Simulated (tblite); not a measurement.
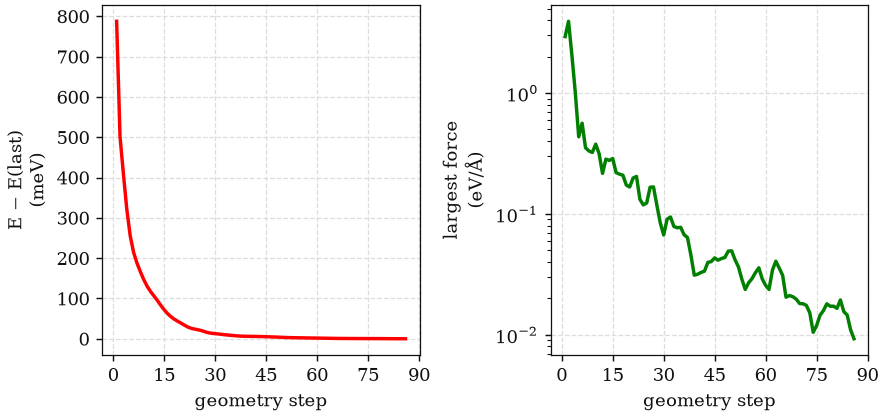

History of a geometry optimisation.

C₆H₉FO₂ (SMILES COC1(C(=O)F)CCC1); GFN2-xTB geometry optimisation, gas phase in tblite 0.8.0.

Q: How did it end, and what did it gain?

A: The optimisation met its thresholds at geometry 86, counting the start as the first. The energy fell by about 790 meV from the first step to the last. The largest force goes from about 2.9 eV/Å at the start to 9 × 10⁻³ eV/Å at the end.
